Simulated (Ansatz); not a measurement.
## (ZnTe)2(CdSe)1 [001] superlattice, started as zinc blende: phonons and vibrational spectra

Aim: the phonons of (ZnTe)2(CdSe)1 [001] superlattice, started as zinc blende at a cell relaxed beforehand at this level.

Program: Ansatz 0.2.0. Level of theory: DFT PBE, scalar-relativistic, plane waves, PAW. Results are calculated unless marked as measured.

The structure was built from a prototype and need not be the compound's stable phase.

### 1. Set-up

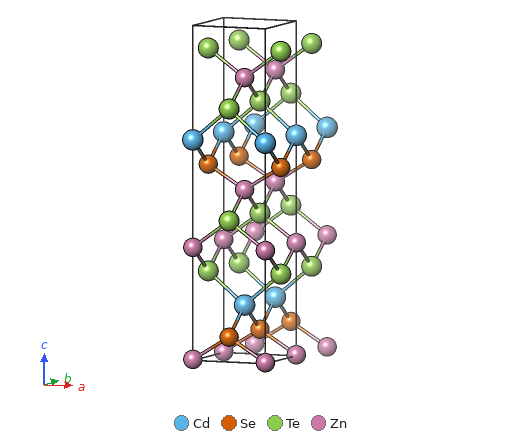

The cell as given, slightly off an axis (cadmium blue, selenium orange, tellurium green, zinc pink). 1×2×1 cells are drawn. This picture shows the conventional cell, with its axes. Some periodic images of atoms are drawn too.

### 2. Zone-centre response

The cell comes from relaxations at this level that are not shown. The zone centre is the only wavevector solved here; it holds the modes that light can see, as far as symmetry allows. No field response is asked.

The input, input.yaml:

```yaml
crystal:
  lattice:
    - [3.0959379079, 3.0959379079, 0.0]
    - [-3.0757228235, 3.0757228235, 0.0]
    - [3.0858303657, 0.0101075421, 9.3034506656]
  atoms:
    - { symbol: Cd, position: [0.6584166224, 0.3415833776, 0.6831667552] }
    - { symbol: Se, position: [0.0742368415, 0.4257631585, 0.8515263169] }
    - { symbol: Te, position: [0.4210016007, 0.0789983993, 0.1579967986] }
    - { symbol: Te, position: [0.7556339931, 0.7443660069, 0.4887320139] }
    - { symbol: Zn, position: [0.003134766, -0.003134766, -0.0062695321] }
    - { symbol: Zn, position: [0.3375761763, 0.6624238237, 0.3248476475] }
kpoints:
  mp_grid: { grid: [8, 8, 8] }
hamiltonian:
  xc: pbe
scf:
  occupations: { method: fixed }
output:
  eigenvalues: true
phonons:
  method: dfpt
```

Launch:

```console
$ ansatz run input.yaml --threads 8 --pin off --max-ram 14336MiB --backend cpu --events-out ev --progress --plain --runs-dir out
```

Numbers of over 12 decimals in the logs are rounded to 6 here.

The program printed:

```text
Warning: crystal.symmetry: narrowed to the stabiliser of the run's FFT grids — unitary ops 4 → 1. A phonons.method: dfpt run fills in the rows of the dynamical matrix that it does not solve by its symmetry operations, which is exact only for operations that map its FFT grids onto themselves: filled in by any other, the frequencies could depend on the order in which like atoms are typed, or, by more than the grids' own error, on where the crystal sits among the grids' points. Excluded: 3 operations. The run can therefore solve more perturbations, solve them on more k-points, or both, and cost more. [rest of the remark cut]
Engine: ansatz 0.2.0, aarch64-unknown-linux-gnu
Pseudopotentials: kind: paw
Pseudopotential: Cd, paw, valence charge 20, recommended cutoff 420 eV (normal), Cd.paw.azcp
Pseudopotential: Se, paw, valence charge 16, recommended cutoff 420 eV (normal), Se.paw.azcp
Pseudopotential: Te, paw, valence charge 16, recommended cutoff 420 eV (normal), Te.paw.azcp
Pseudopotential: Zn, paw, valence charge 12, recommended cutoff 420 eV (normal), Zn.paw.azcp
Functional definition: PBE
  parameter kappa = 0.804
  parameter beta = 0.066725
  exchange = pbe_x(kappa = kappa, mu = beta*pi^2/3)
  correlation = pbe_c(beta = beta)
Crystal: 6 atoms, lattice volume = 177.180 Å³
Basis set: ecut = 420 eV, 3479 PW (Γ), exchange–correlation on 60×60×144 points (8 copies of the dense FFT grid, shifted against one another)
Bands: 56, of which v1, the nominal top of the filled ones, is band 46 counted from 1 (45 counted from 0)
Symmetry: 4 space group operations
k-points: 260 of 512 (irreducible under 1 space group operation, time reversal used)
Non-local potential: Cd, projectors of the file, l = 0: 3, l = 1: 2, l = 2: 2, l = 3: 1
Non-local potential: Se, projectors of the file, l = 0: 2, l = 1: 2, l = 2: 3, l = 3: 1
Non-local potential: Te, projectors of the file, l = 0: 2, l = 1: 2, l = 2: 2, l = 3: 2
Non-local potential: Zn, projectors of the file, l = 0: 2, l = 1: 2, l = 2: 3, l = 3: 1
PAW form: soft (Blöchl's): semilocal exchange-correlation on the pseudo side does not see the compensation charge
PAW one-centre angular grid: Cd, 590 points (default); XC on 64 Gauss nodes
PAW one-centre angular grid: Se, 590 points (default); XC on 64 Gauss nodes
PAW one-centre angular grid: Te, 590 points (default); XC on 64 Gauss nodes
PAW one-centre angular grid: Zn, 590 points (default); XC on 64 Gauss nodes
Initial density: superposition of atomic densities (neutral atoms: chi_scale 0, normalization atom), corrected by the library's trained network
Initial wavefunctions: pseudopotential atomic-orbital guess
Functional: x = pbe(κ = 0.804, μ = 0.219515), c = pbe(β = 0.066725)
SCF iter   1: F=—  HF=-34324.609868 eV  |F-HF|=—  |Δ(HF+E_count)|=         —  Δρ=1.09e-3  dr2=4.21e-3  ethr=1.77e-3  ⟨swp⟩=5.3  Hψ=46126  notcnv=0  defer=2063
preconditioner: auto → Resta (q_TF=auto, 2.446 Å⁻¹)  ε∞=4.7  [insulator: Δε(μ)=0.620 eV  Ē_g=10.699 eV  n_scr=50 (ndim 8)  ℏωp=20.5 eV  f_vac=0.151  ε∞_Penn≈4.7]
SCF iter   2: F=—  HF=-34324.609713 eV  |F-HF|=—  |Δ(HF+E_count)|=   1.55e-4  Δρ=6.65e-4  dr2=1.42e-3  ethr=4.58e-6  ⟨swp⟩=2.8  Hψ=26469  notcnv=0  defer=2080
SCF iter   3: F=—  HF=-34324.609898 eV  |F-HF|=—  |Δ(HF+E_count)|=   1.85e-4  Δρ=5.45e-4  dr2=3.07e-4  ethr=1.54e-6  ⟨swp⟩=2.0  Hψ=20853  notcnv=0  defer=2080
SCF iter   4: F=—  HF=-34324.609766 eV  |F-HF|=—  |Δ(HF+E_count)|=   1.32e-4  Δρ=1.40e-4  dr2=5.59e-5  ethr=3.33e-7  ⟨swp⟩=2.0  Hψ=18787  notcnv=0  defer=2060
SCF iter   5: F=—  HF=-34324.609780 eV  |F-HF|=—  |Δ(HF+E_count)|=   1.36e-5  Δρ=7.50e-5  dr2=1.80e-5  ethr=6.07e-8  ⟨swp⟩=2.0  Hψ=18554  notcnv=0  defer=1292
SCF iter   6: F=—  HF=-34324.609800 eV  |F-HF|=—  |Δ(HF+E_count)|=   2.01e-5  Δρ=3.66e-5  dr2=3.16e-6  ethr=1.95e-8  ⟨swp⟩=2.0  Hψ=20333  notcnv=0  defer=1111
SCF iter   7: F=—  HF=-34324.609801 eV  |F-HF|=—  |Δ(HF+E_count)|=   7.81e-7  Δρ=1.42e-5  dr2=3.38e-7  ethr=3.43e-9  ⟨swp⟩=2.0  Hψ=25274  notcnv=0  defer=1027
SCF iter   8: F=—  HF=-34324.609801 eV  |F-HF|=—  |Δ(HF+E_count)|=   4.04e-7  Δρ=8.65e-6  dr2=9.95e-8  ethr=3.67e-10  ⟨swp⟩=2.0  Hψ=20387  notcnv=0  defer=1028
SCF iter   9: F=—  HF=-34324.609801 eV  |F-HF|=—  |Δ(HF+E_count)|=   3.83e-8  Δρ=2.36e-6  dr2=1.34e-8  ethr=1.08e-10  ⟨swp⟩=2.0  Hψ=19308  notcnv=0  defer=1030
SCF iter  10: F=—  HF=-34324.609801 eV  |F-HF|=—  |Δ(HF+E_count)|=   1.75e-8  Δρ=8.36e-7  dr2=1.82e-9  ethr=1.46e-11  ⟨swp⟩=2.0  Hψ=20332  notcnv=0  defer=1031
SCF iter  11: F=—  HF=-34324.609801 eV  |F-HF|=—  |Δ(HF+E_count)|=   2.94e-9  Δρ=2.71e-7  dr2=2.82e-10  ethr=1.98e-12  ⟨swp⟩=2.0  Hψ=24217  notcnv=0  defer=1031
SCF iter  12: F=-34324.609801 eV  HF=-34324.609801 eV  |F-HF|=7.28e-12  |Δ(HF+E_count)|=  3.13e-10  Δρ=1.58e-7  dr2=5.36e-11  ethr=1.00e-12  ⟨swp⟩=15.4  Hψ=102259  notcnv=0
SCF 1 converged in 12 iterations: F = -34324.609801 eV  dr2 = 5.36e-11
  greatest PAW one-centre occupation: 1.000 electrons in one spin orbital (limit 2), on the Cd atom at site 0 (counted from 0), in its partial waves of l = 0
DFPT response loops at Γ: preconditioner auto → Resta (q_TF=auto, 2.446 Å⁻¹)  ε∞=9.8 (no band partly filled); β = 1.00, the filter's whole step (`scf.mixing.beta` (0.50) is not read by the response loops at its default; to damp them type it under 1.00, their step now; it binds the ground state too); Broyden in place of MSR1
SCF converged after 12 iterations
Free energy (F): -34324.609801 eV
Harris-Foulkes:  -34324.609801 eV  (|F-HF|=7.28e-12)
Internal energy: -34324.609801 eV  (E = F + TS)
E sigma→0 (E₀):  -34324.609801 eV
Fermi energy:    6.730437 eV
--- Per-component energies (eV) ---
  E_band       = -1479.732144
  E_kinetic    = 1244.529863
  E_local      = -13452.106265  (includes V_loc(G=0)·N_el)
  E_nonlocal   = 45.845312
  E_hartree    = 6594.763343
  E_xc         = -802.119769
  E_vxc        = -629.594522  (∫ρ·V_xc dr)
  E_paw        = -18976.723559  (= ΣΔE_a)
  E_vpaw       = -1877.931766  (= ΣTr[D̂ρ^β])
  E_aug_tail   = -0.001713  (compensation charges beyond the density's cutoff)
  E_ewald      = -8978.797014
  E_smearing   = -0.000000  (= −TS)
  E_closure    = 0.000000  (closes the sum)
  Σ components = -34324.609801   (vs F -34324.609801, Δ=0.00e0)
--- Band table (eV; the first three rows and the last of 260) ---
  k-point 0: bands = [... 42 lower, 5.3445, 6.5002, 6.6015, 6.7304, 7.3564, 9.2611, 9.5207, 9.9462, ... 6 higher]
  k-point 1: bands = [... 42 lower, 5.3964, 6.2213, 6.5560, 6.6917, 7.6391, 9.2491, 9.5122, 9.9292, ... 6 higher]
  k-point 2: bands = [... 42 lower, 5.5226, 5.7365, 6.4311, 6.5892, 8.1255, 9.2356, 9.4475, 9.9270, ... 6 higher]
  k-point 259: bands = [... 42 lower, 4.3356, 4.4443, 4.6880, 4.7404, 9.3098, 9.3148, 10.2834, 10.5153, ... 6 higher]
--- Phonons (Γ-DFPT): 18 representative perturbations + reference, on 260 of 512 k-points (Σ response iterations 68) ---
  ASR residual: 2.437e-4 → 0.000e0 eV/Å²; symmetrization residual: 2.612e-5 eV/Å²
  The last average, over the group as it would stand without the narrowing to the FFT grids, took up to 4.566e-5 eV/Å² of the zone centre's force constants
  ASR residual per site (eV/Å²): 7.96e-5 1.83e-4 7.30e-5 8.18e-5 1.70e-4 2.44e-4
  Γ frequencies (cm⁻¹): 0.00 0.00 0.00 42.91 43.10 53.35 53.37 103.01 116.51 138.24 159.01 160.19 161.53 165.49 166.07 169.02 173.91 187.53
  non-analytic LO–TO correction: not included (Born effective charges unavailable; polar crystals: no LO–TO splitting at Γ)
```

The job ended after 9.8 min (8 threads of Arm Neoverse V2, shared host; peak memory 7.3 GiB).

This step gave:

```yaml
gap_on_the_k_mesh: 0.6260 eV
volume_per_atom: 29.53 Å³
sum_rule_residual_before_enforcement: 2.44e-4 eV/Å²
point_group: mm2
highest_optical_mode_at_the_zone_centre_no_lo_to_term: 187.5 cm⁻¹
lowest_optical_zone_centre_mode: 42.91 cm⁻¹
```

Without the LO-TO term. Patterns of degenerate modes are one choice out of their space. Modes at Γ, with each element's share of the kinetic energy:

```tsv
mode	frequency (cm⁻¹)	symmetry	Cd %	Se %	Te %	Zn %
1	0.0	acoustic	19	14	44	23
2	0.0	acoustic	19	14	44	23
3	0.0	acoustic	19	14	44	23
4	42.9	B1	36	4	40	19
5	43.1	B2	36	12	29	22
6	53.4	not assigned	0	25	18	57
7	53.4	not assigned	16	3	46	34
8	103.0	A1	32	1	59	9
9	116.5	A1	7	29	35	28
10	138.2	B1	43	0	56	0
11	159.0	A1	36	28	25	11
12	160.2	B2	25	58	8	9
13	161.5	B1	0	41	8	51
14	165.5	B2	3	12	36	49
15	166.1	B1	0	16	34	50
16	169.0	B2	1	1	36	62
17	173.9	A1	4	1	29	66
18	187.5	A1	1	27	8	63
```

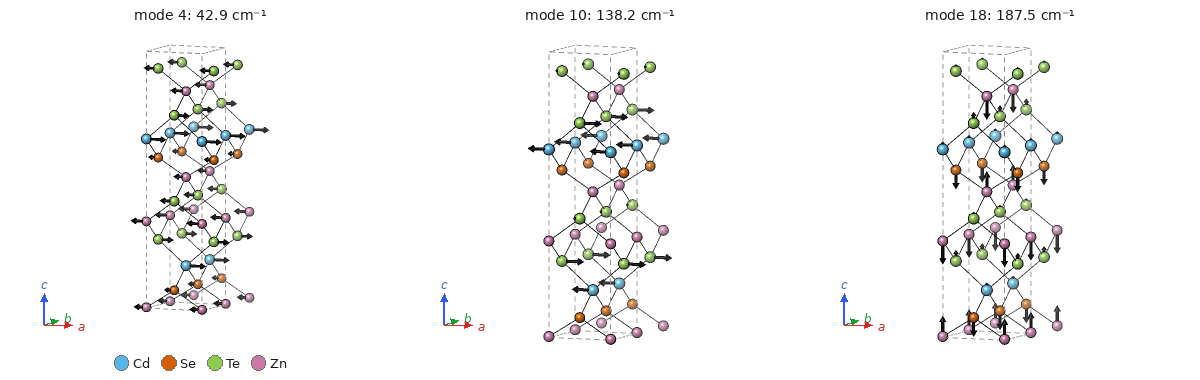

Displacement patterns of modes 4, 10 and 18 at Γ; arrows are exaggerated. 1×2×1 conventional cells are drawn. Some periodic images of atoms are drawn too.

Before it was imposed, the acoustic sum rule was missed by 2.4e-4 eV/Å². Small misses are needed for a sound result but don't prove that mesh and cutoff are converged. The lowest optical mode is real, 42.9 cm⁻¹.

### 3. Isotope substitution, element Cd, natural mass 112.414 amu

An isotope changes the mass and not the force constants, so no new electronic calculation is needed; the shifts show which modes move this element.

The same force constants with the mass of Cd changed from 112.414 to 115.905 u (phonopy, no LO-TO term). Both lists are sorted by frequency; levels can cross, so a row need not hold one and the same mode. Modes under 3 cm⁻¹ are left out. Isotope shifts, by row:

```tsv
q	rank	natural mass (cm⁻¹)	changed mass (cm⁻¹)
0 0 0	4	42.91	42.67
0 0 0	5	43.1	42.85
0 0 0	6	53.35	53.25
0 0 0	7	53.37	53.35
0 0 0	8	103	102.5
0 0 0	9	116.5	116.4
0 0 0	10	138.2	137.3
0 0 0	11	159	158.2
0 0 0	12	160.2	159.6
0 0 0	13	161.5	161.5
0 0 0	14	165.5	165.4
0 0 0	15	166.1	166.1
0 0 0	16	169	169
0 0 0	17	173.9	173.8
0 0 0	18	187.5	187.5
```

A mode of this element alone would shift by -1.52 %. The highest zone-centre frequency without the field goes from 187.5 to 187.5 cm⁻¹ (-0.0 %). The product of the frequency ratios over all optical modes at Γ is 0.964; the product rule, (m/m′)^(3k/2) (M′/M)^(3/2) with k = 1 such atoms and M the mass of the cell, gives 0.964.

### 4. Another isotope, element Se, natural mass 78.971 amu

The same for Se, from 78.97 to 81.92 u.

A mode of this element alone would shift by -1.81 %. The highest zone-centre frequency without the field goes from 187.5 to 186.7 cm⁻¹ (-0.5 %). The product of the frequency ratios over all optical modes at Γ is 0.954; the product rule, (m/m′)^(3k/2) (M′/M)^(3/2) with k = 1 such atoms and M the mass of the cell, gives 0.954.

### 5. Another isotope, element Te, natural mass 127.6 amu

The same for Te, from 127.60 to 129.91 u.

The same force constants with the mass of Te changed from 127.600 to 129.906 u (phonopy, no LO-TO term). Both lists are sorted by frequency; levels can cross, so a row need not hold one and the same mode. Modes under 3 cm⁻¹ are left out. Isotope shifts, by row:

```tsv
q	rank	natural mass (cm⁻¹)	changed mass (cm⁻¹)
0 0 0	4	42.91	42.75
0 0 0	5	43.1	42.98
0 0 0	6	53.35	53.15
0 0 0	7	53.37	53.27
0 0 0	8	103	102.5
0 0 0	9	116.5	116.2
0 0 0	10	138.2	137.5
0 0 0	11	159	158.7
0 0 0	12	160.2	160.1
0 0 0	13	161.5	161.4
0 0 0	14	165.5	165
0 0 0	15	166.1	165.6
0 0 0	16	169	168.5
0 0 0	17	173.9	173.5
0 0 0	18	187.5	187.4
```

A mode of this element alone would shift by -0.89 %. The highest zone-centre frequency without the field goes from 187.5 to 187.4 cm⁻¹ (-0.1 %). The product of the frequency ratios over all optical modes at Γ is 0.959; the product rule, (m/m′)^(3k/2) (M′/M)^(3/2) with k = 2 such atoms and M the mass of the cell, gives 0.959.

### 6. Another isotope, element Zn, natural mass 65.38 amu

The same for Zn, from 65.38 to 67.92 u.

The same force constants with the mass of Zn changed from 65.380 to 67.925 u (phonopy, no LO-TO term). Both lists are sorted by frequency; levels can cross, so a row need not hold one and the same mode. Modes under 3 cm⁻¹ are left out. Isotope shifts, by row:

```tsv
q	rank	natural mass (cm⁻¹)	changed mass (cm⁻¹)
0 0 0	4	42.91	42.75
0 0 0	5	43.1	42.91
0 0 0	6	53.35	52.76
0 0 0	7	53.37	53.02
0 0 0	8	103	102.8
0 0 0	9	116.5	115.9
0 0 0	10	138.2	138.2
0 0 0	11	159	158.7
0 0 0	12	160.2	159.8
0 0 0	13	161.5	160
0 0 0	14	165.5	164.1
0 0 0	15	166.1	164.6
0 0 0	16	169	167
0 0 0	17	173.9	171.8
0 0 0	18	187.5	185.3
```

A mode of this element alone would shift by -1.89 %. The highest zone-centre frequency without the field goes from 187.5 to 185.3 cm⁻¹ (-1.2 %). The product of the frequency ratios over all optical modes at Γ is 0.904; the product rule, (m/m′)^(3k/2) (M′/M)^(3/2) with k = 2 such atoms and M the mass of the cell, gives 0.904.

### 7. What came out

```json
{"space group (within 0.01 Å)": "Imm2", "volume per atom": "29.5 Å³", "gap on the k-mesh": "0.626 eV", "highest optical mode at the zone centre (no LO-TO term)": "188 cm⁻¹", "lowest optical zone-centre mode": "42.9 cm⁻¹", "imaginary modes at Γ (the only wavevector solved)": "none"}
```

What this shows: The structure is stable against zone-centre distortions, since no mode there is imaginary; other wavevectors were not solved, so zone-boundary instabilities are untested. Without the field, the optical modes at Γ span 43 to 188 cm⁻¹. No dispersion was computed. Spin-orbit coupling is left out, which can matter for the heavy elements here. The starting cell was built on a prototype and not taken from a measurement, so the phase need not exist. These are harmonic frequencies at zero temperature: anharmonic shifts, linewidths and thermal expansion are left out.

[Logs are printed without paths, hosts, clocks, repeated set-up lines and the standing remarks that a program may print on its own settings, such as how far it seeks lower states.]

[Hosts, paths, dates, database ids (printed as entryN), source tags and the programs' standing remarks are cut or masked in the printed files.]
